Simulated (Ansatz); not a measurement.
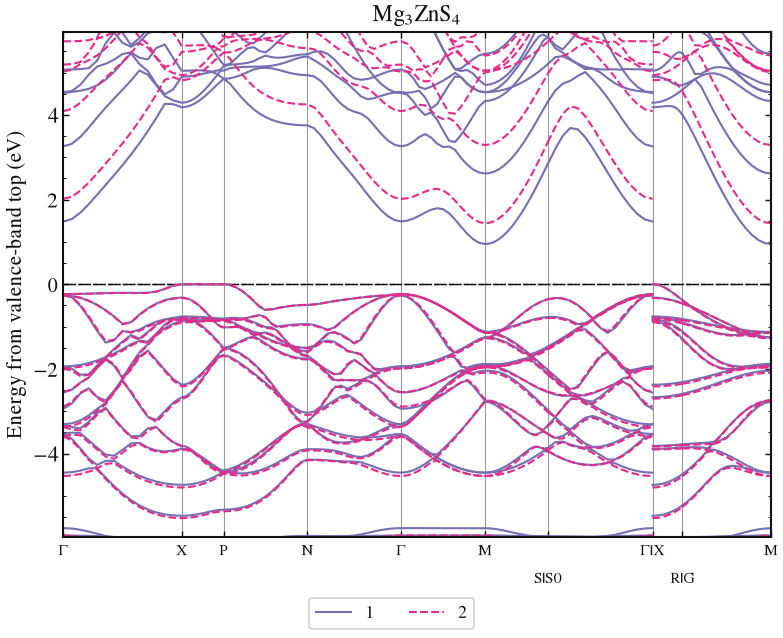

Band structures of Mg3ZnS4, space group I4/mmm (No. 139), 8 atoms in the cell, by two methods on the same cell. Each is counted from its own valence-band top.

### Which curve is which? The methods: r2SCAN, PBE.

1 is PBE; 2 is r2SCAN. PBE gives a gap of 0.95 eV along the path and r2SCAN gives a gap of 1.44 eV along the path.

Settings. PBE: DFT PBE, scalar-relativistic, plane waves, PAW, no spin polarisation, 8×8×8 k mesh, 420 eV cutoff, Gaussian smearing of 0.02 eV (Ansatz 0.2.0). r2SCAN: DFT r2SCAN, scalar-relativistic, plane waves, PAW, no spin polarisation, 8×8×8 k mesh, 500 eV cutoff (Ansatz).

The structure is an invented one, so it need not be a known or stable phase.
